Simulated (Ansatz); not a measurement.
## BAs: carrier doping

The reference is BAs in the wurtzite structure (space group P6_3mc, No. 186; a = 3.354 Å, c = 5.554 Å; a cell from a computed database, its experimental status unchecked).

Carriers are added at fixed cell with a uniform background; the Fermi–Dirac width is that of 300 K.

Level of theory: Ansatz (a quantum-chemistry and plane-wave program), PBEsol, PAW, cutoff 420 eV, no spin-orbit coupling.

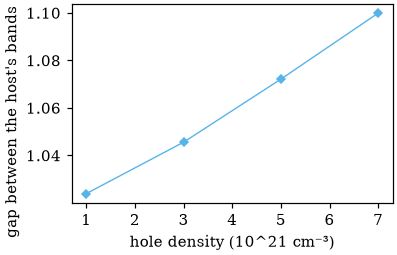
Figure: Gap between the host's bands against hole density

Q: From the plot, what is the gap between the host's bands for holes 3.0×10^21 cm⁻³?

A: About 1.05 eV.

Q: Is the trend monotonic over the range shown?

A: Yes, it rises throughout, spanning 1.02 eV to 1.10 eV.

Charged cell with a jellium background: band edges are those of the host's band count, energies are not comparable with the neutral cell, and many-body gap narrowing is missing. Whether these cells are dynamically stable was not tested. This is not the structure that BAs has at room temperature and ambient pressure.
